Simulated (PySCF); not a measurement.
# C₂H₉Ge₂NS: geometry, NMR shifts

What NMR shifts should C₂H₉Ge₂NS (`C[C](=S)[GeH2][NH][GeH3]`) show?

Programs: PySCF 2.14.0, with density-fitted response routines of our own. Each step states its level of theory. These are calculated values for one molecule in the gas phase, unless marked as measured. Atoms count from 0, in the outputs and in this text.

### Step 1. The starting structure

15 atoms, charge 0, multiplicity 1; geometry from: GFN2-xTB.

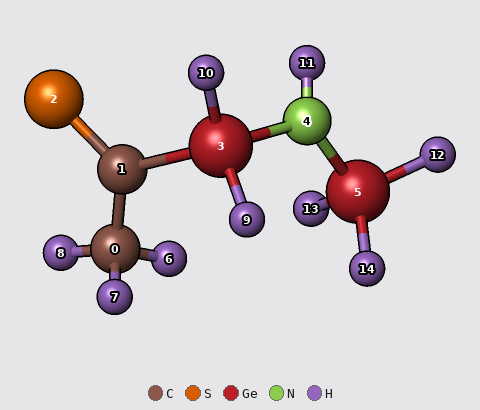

The starting geometry (carbon brown, sulfur orange, germanium red, nitrogen green, hydrogen purple), atoms numbered; sticks join atoms by distance.

### Step 2. Optimising the geometry at PBE0-D3(BJ)/def2-SVP

Job settings and geometry (Å):

```
{"job": {"xc": "PBE0", "basis": "def2-SVP", "d3": "d3bj", "grid": 1, "kind": "geom"}, "charge": 0, "multiplicity": 1}
C      1.832041     1.010370     0.518082
C      1.718536    -0.204013    -0.323560
S      2.728668    -0.505207    -1.556881
Ge     0.231723    -1.473202     0.017002
N     -1.351996    -0.849998    -0.639202
Ge    -2.248825     0.595297     0.002788
H      0.883772     1.555968     0.498492
H      2.004864     0.712658     1.554924
H      2.638552     1.662302     0.186904
H      0.002130    -1.638993     1.497996
H      0.504320    -2.765384    -0.694018
H     -1.465309    -0.994798    -1.632554
H     -3.643172     0.507390    -0.528039
H     -1.640405     1.911489    -0.413637
H     -2.199312     0.484110     1.489790
```

The log of the run:

```text
step   0  E = -4686.99772313  max force = 0.017523
step   1  E = -4687.00135661  max force = 0.004731
step   2  E = -4687.00176396  max force = 0.000658
step   3  E = -4687.00178005  max force = 0.000884
step   4  E = -4687.00180709  max force = 0.000646
step   5  E = -4687.00185629  max force = 0.000806
step   6  E = -4687.00187774  max force = 0.000541
step   7  E = -4687.00191623  max force = 0.000317
step   8  E = -4687.00192869  max force = 0.000363
optimisation converged
```

Wall time 2.7 min (1 thread, shared host).

Step by step:

| step | energy from step 0 (eV) | largest force component (eV/Å) |
| --- | --- | --- |
| 0 | 0.0000 | 0.9011 |
| 1 | -0.0989 | 0.2433 |
| 2 | -0.1100 | 0.0338 |
| 3 | -0.1104 | 0.0455 |
| 4 | -0.1111 | 0.0332 |
| 5 | -0.1125 | 0.0414 |
| 6 | -0.1131 | 0.0278 |
| 7 | -0.1141 | 0.0163 |
| 8 | -0.1144 | 0.0187 |

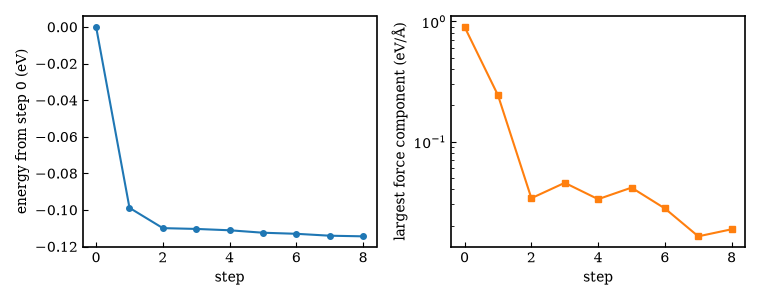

Energy and force, step by step.

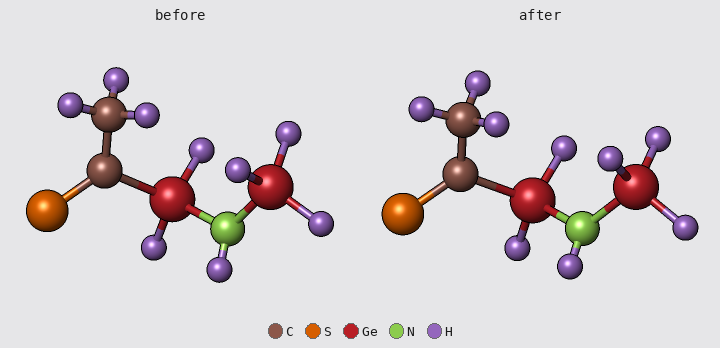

Before and after, at one scale.

Distances of close pairs at the start and the end, largest changes first:

```csv
bond,before (Å),after (Å),change (Å)
Ge5–H14,1.492,1.538,+0.046
Ge5–H12,1.495,1.540,+0.046
Ge5–H13,1.509,1.549,+0.040
Ge3–H9,1.508,1.544,+0.036
Ge3–H10,1.500,1.535,+0.035
N4–Ge5,1.818,1.834,+0.016
C0–H7,1.092,1.104,+0.012
C0–H6,1.094,1.105,+0.011
```

The final coordinates are the input of the step that follows.

```csv
at the end point,value
point group (found at 0.08 Å tolerance),C1
"rotational constants (GHz, main isotopes)","2.436, 0.532, 0.484"
dipole moment (D),1.84
```

### Step 3. NMR shieldings: PBE0/aug-cc-pVDZ

Job settings and geometry (Å):

```
{"job": {"kind": "nmr", "xc": "PBE0", "basis": "aug-cc-pVDZ", "pop": true}, "charge": 0, "multiplicity": 1}
C      2.054672     1.245654     0.329969
C      1.932257    -0.033424    -0.429880
S      2.982294    -0.506270    -1.576797
Ge     0.335306    -1.148388    -0.072628
N     -1.142796    -0.351674    -0.808898
Ge    -2.238794     0.879071    -0.003216
H      1.164275     1.873528     0.144361
H      2.062722     1.046477     1.415924
H      2.957407     1.806472     0.049142
H      0.063823    -1.208709     1.446345
H      0.559512    -2.527843    -0.706740
H     -1.169993    -0.359138    -1.824884
H     -3.640672     0.786276    -0.634943
H     -1.722536     2.331156    -0.158872
H     -2.277351     0.521424     1.492110
```

Level: GIAO PBE0/aug-cc-pVDZ NMR shielding, non-relativistic, gas phase.

The log of the run:

```text
coarse grid: 58880 points
cycle   1  E = -4687.6236601841  dE = -7.600e-01  |g| = 5.238e-01  |ddm| = 8.192e+00
cycle   2  E = -4687.5232555103  dE =  1.004e-01  |g| = 8.197e-01  |ddm| = 2.669e+00
cycle   3  E = -4687.6832573819  dE = -1.600e-01  |g| = 1.489e-01  |ddm| = 1.535e+00
cycle   4  E = -4687.6887345098  dE = -5.477e-03  |g| = 4.625e-02  |ddm| = 3.615e-01
cycle   5  E = -4687.6891702213  dE = -4.357e-04  |g| = 2.402e-02  |ddm| = 1.188e-01
cycle   6  E = -4687.6893293716  dE = -1.592e-04  |g| = 4.136e-03  |ddm| = 5.131e-02
cycle   7  E = -4687.6893342961  dE = -4.925e-06  |g| = 5.340e-04  |ddm| = 9.785e-03
final grid: 119584 points
cycle   8  E = -4687.6893220497  dE = -9.481e-08  |g| = 5.842e-04  |ddm| = 1.389e-02
cycle   9  E = -4687.6893219371  dE =  1.127e-07  |g| = 8.833e-04  |ddm| = 2.957e-03
cycle  10  E = -4687.6893221343  dE = -1.973e-07  |g| = 1.939e-04  |ddm| = 1.723e-03
cycle  11  E = -4687.6893221450  dE = -1.063e-08  |g| = 3.148e-05  |ddm| = 3.965e-04
cycle  12  E = -4687.6893221452  dE = -2.519e-10  |g| = 1.025e-05  |ddm| = 7.443e-05
converged SCF energy = -4687.6893221452

GIAO shielding tensors (ppm)
atom      isotropic    diamagn.    paramagn.     s11        s22        s33       span
  0 C      148.722     216.919     -68.197    118.604    140.850    186.712     68.108
  1 C     -118.179     229.141    -347.320   -320.158   -198.674    164.295    484.453
  2 S     -631.561    1059.292   -1690.853  -2166.682   -365.233    637.232   2803.913
  3 Ge    1594.331    2764.085   -1169.754   1502.004   1576.948   1704.041    202.036
  4 N      261.789     294.192     -32.403    242.465    259.726    283.177     40.713
  5 Ge    1641.095    2758.976   -1117.881   1545.272   1556.079   1821.933    276.660
  6 H       27.536      29.022      -1.487     23.815     28.571     30.221      6.406
  7 H       27.611      26.736       0.876     24.240     28.044     30.551      6.311
  8 H       27.998      31.598      -3.599     25.499     27.080     31.416      5.917
  9 H       25.909      30.281      -4.372     20.724     21.972     35.031     14.308
 10 H       26.235      28.052      -1.817     19.946     21.948     36.811     16.865
 11 H       32.109      38.050      -5.941     21.968     30.057     44.301     22.333
 12 H       26.212      26.191       0.021     19.355     21.697     37.583     18.228
 13 H       26.031      28.865      -2.834     19.081     22.086     36.927     17.846
 14 H       26.431      28.749      -2.318     20.246     23.000     36.048     15.802
```

It took 56 s on 1 thread, shared host.

Shifts follow as δ = σ(reference) − σ, with reference shieldings (ppm) from runs at the same level and on the same kind of geometry: ¹H TMS 31.39, ¹³C TMS 195.1, ¹⁵N NH3 269.8, ³³S CS2 558, ⁷³Ge GeMe4 1514. The references are single molecules in the gas phase, so shifts against H2O, NH3, PH3, H3PO4 or CFCl3 are not on the usual liquid scales and can be off by tens of ppm. Atoms listed in one row are averaged.

```
        atoms                             environment  σ (ppm)  δ (ppm)
           C1                     thiocarbonyl carbon   -118.2    313.3
           C0                           methyl carbon    148.7     46.4
      H9, H10  hydrogen on a germanium bonded to C, N    26.07     5.32
H12, H13, H14     hydrogen on a germanium bonded to N    26.22     5.17
   H6, H7, H8             hydrogen on a methyl carbon    27.72     3.68
          H11   hydrogen on a nitrogen bonded to 2 Ge    32.11    -0.71
           S2                           thione sulfur     -632     1189
          Ge3           germanium bonded to C, N, 2 H     1594      -80
          Ge5              germanium bonded to N, 3 H     1641     -127
           N4              nitrogen bonded to 2 Ge, H    261.8      8.1
```

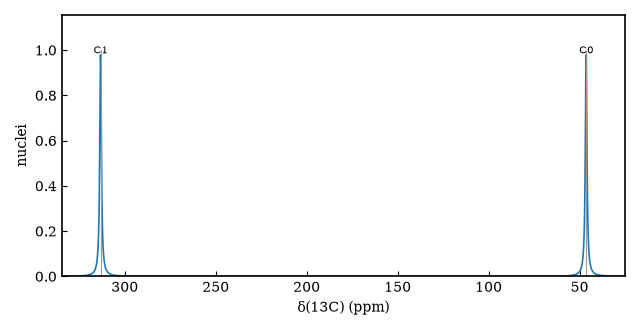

¹³C lines at the computed shifts, without couplings. Lines are broadened to a width of 1 ppm (Lorentzian).

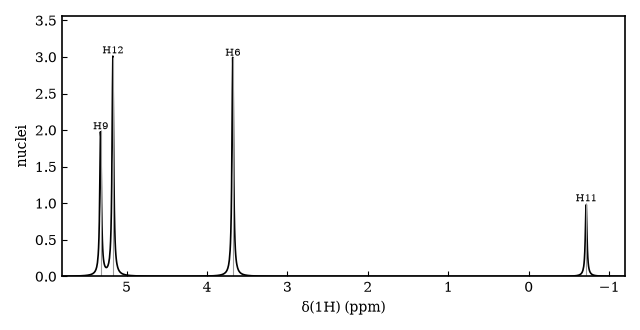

¹H lines at the computed shifts, without couplings. Lines are broadened to a width of 0.02 ppm (Lorentzian).

Charges from the same density, by scheme (e):

```csv
atoms,IAO,Hirshfeld,ESP fit
C0,-0.43,-0.13,-0.23
C1,-0.26,-0.05,0.09
S2,-0.06,-0.10,-0.22
Ge3,0.72,0.36,0.36
N4,-0.86,-0.36,-0.63
Ge5,0.59,0.35,0.34
```

ESP fit charges:

C0 -0.23; C1 0.09; S2 -0.22; Ge3 0.36; N4 -0.63; Ge5 0.34; H6 0.11; H7 0.10; H8 0.07; H9 -0.04; H10 -0.08; H11 0.32; H12 -0.06; H13 -0.08; H14 -0.05

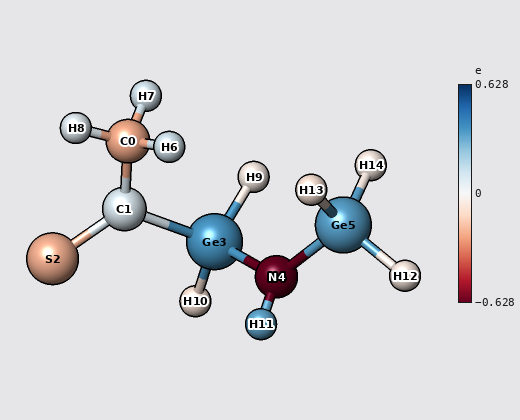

ESP fit charges, as colours on the atoms.

Mulliken charges and Mayer bond orders break down with diffuse functions, so they are left out here.

With diffuse functions Mulliken charges and Mayer bond orders lose their meaning; the other schemes are steadier.

### Step 4. Nuclear shieldings: PBE0/pcSseg-0

Settings changed since step 3:

```diff
@@ -1,2 +1,2 @@
-{"job": {"kind": "nmr", "xc": "PBE0", "basis": "aug-cc-pVDZ", "pop": true}, "charge": 0, "multiplicity": 1}
+{"job": {"kind": "nmr", "xc": "PBE0", "basis": "pcSseg-0", "pop": true}, "charge": 0, "multiplicity": 1}
 C      2.054672     1.245654     0.329969
```

Level: GIAO PBE0/pcSseg-0 NMR shielding, non-relativistic, gas phase.

The log of the run:

```text
coarse grid: 58880 points
cycle   1  E = -4682.1277941153  dE = -1.823e+00  |g| = 5.069e-01  |ddm| = 4.111e+00
cycle   2  E = -4681.9993938352  dE =  1.284e-01  |g| = 8.613e-01  |ddm| = 1.834e+00
cycle   3  E = -4682.1843336812  dE = -1.849e-01  |g| = 1.367e-01  |ddm| = 1.289e+00
cycle   4  E = -4682.1884148838  dE = -4.081e-03  |g| = 5.992e-02  |ddm| = 2.228e-01
cycle   5  E = -4682.1893117045  dE = -8.968e-04  |g| = 1.694e-02  |ddm| = 1.005e-01
cycle   6  E = -4682.1893901591  dE = -7.845e-05  |g| = 2.801e-03  |ddm| = 2.732e-02
cycle   7  E = -4682.1893920245  dE = -1.865e-06  |g| = 7.128e-04  |ddm| = 3.681e-03
final grid: 119584 points
cycle   8  E = -4682.1893658435  dE = -1.070e-08  |g| = 7.750e-04  |ddm| = 2.445e-03
cycle   9  E = -4682.1893657537  dE =  8.981e-08  |g| = 9.494e-04  |ddm| = 2.406e-03
cycle  10  E = -4682.1893659891  dE = -2.353e-07  |g| = 2.517e-04  |ddm| = 1.588e-03
cycle  11  E = -4682.1893660068  dE = -1.780e-08  |g| = 1.906e-05  |ddm| = 3.380e-04
cycle  12  E = -4682.1893660069  dE = -9.641e-11  |g| = 2.230e-06  |ddm| = 2.991e-05
converged SCF energy = -4682.1893660069

GIAO shielding tensors (ppm)
atom      isotropic    diamagn.    paramagn.     s11        s22        s33       span
  0 C      140.217     249.984    -109.767    100.480    135.455    184.716     84.236
  1 C     -145.800     269.182    -414.982   -365.753   -241.491    169.845    535.597
  2 S     -958.684    1055.139   -2013.823  -2965.566   -581.476    670.989   3636.555
  3 Ge    1605.056    2744.662   -1139.605   1509.461   1584.879   1720.828    211.367
  4 N      280.226     321.214     -40.988    244.010    270.183    326.485     82.475
  5 Ge    1656.312    2747.174   -1090.862   1542.565   1571.075   1855.296    312.731
  6 H       29.074      29.150      -0.076     24.683     30.601     31.937      7.254
  7 H       28.973      29.778      -0.805     25.521     28.917     32.481      6.960
  8 H       29.427      31.790      -2.363     26.986     27.170     34.125      7.139
  9 H       26.756      29.353      -2.597     21.774     22.346     36.148     14.375
 10 H       27.181      28.905      -1.725     20.151     22.950     38.440     18.289
 11 H       34.511      32.324       2.188     23.278     31.621     48.636     25.358
 12 H       27.375      28.049      -0.675     20.139     23.107     38.879     18.740
 13 H       27.326      28.223      -0.897     20.001     24.059     37.917     17.915
 14 H       27.496      28.736      -1.240     21.135     24.339     37.014     15.879
```

Wall time 14 s (1 thread, shared host).

In short: δ C1 339.3, C0 53.3, S2 1474, Ge3 -57, H9 5.86, H12 5.43 ppm (means over like atoms).

### Step 5. Run by run: NMR shifts

Shifts (ppm) of some atoms, chosen among heavy atoms and hydrogens apart, means over like atoms, with basis size and wall time:

```
             run     C1    H9    H11    S2  Ge3   Ge5     N4  functions  time
PBE0/aug-cc-pVDZ  313.3  5.32  -0.71  1189  -80  -127    8.1        249  56 s
   PBE0/pcSseg-0  339.3  5.86  -1.68  1474  -57  -108  -14.2        108  14 s
```

### Step 6. Summary of results

```
                                                                 quantity                        value
                                                              point group                           C1
                                     rotational constants (main isotopes)         2.44, 0.53, 0.48 GHz
                                ¹³C shifts against TMS (PBE0/aug-cc-pVDZ)              313.3, 46.4 ppm
¹H shifts against TMS (PBE0/aug-cc-pVDZ, means over atoms taken as alike)  5.32, 5.17, 3.68, -0.71 ppm
                                ³³S shifts against CS2 (PBE0/aug-cc-pVDZ)                     1189 ppm
                             ⁷³Ge shifts against GeMe4 (PBE0/aug-cc-pVDZ)                -80, -127 ppm
                                ¹⁵N shifts against NH3 (PBE0/aug-cc-pVDZ)                      8.1 ppm
                                                 range of the shift of S2             1189 to 1474 ppm
```

**Reading.** Relaxing lowered the energy by 0.114 eV in 8 steps; the close pair that moved most is Ge5–H14, from 1.492 to 1.538 Å. At PBE0/aug-cc-pVDZ: The largest span, 2804 ppm, is at S2, where the paramagnetic term is -1691 ppm. In ppm, S2 moves most: its shift spreads over 285 ppm, from 1189 (PBE0/aug-cc-pVDZ) to 1474 (PBE0/pcSseg-0). Spin-orbit coupling is left out, which matters for shieldings and couplings at and beside the heavy atoms.
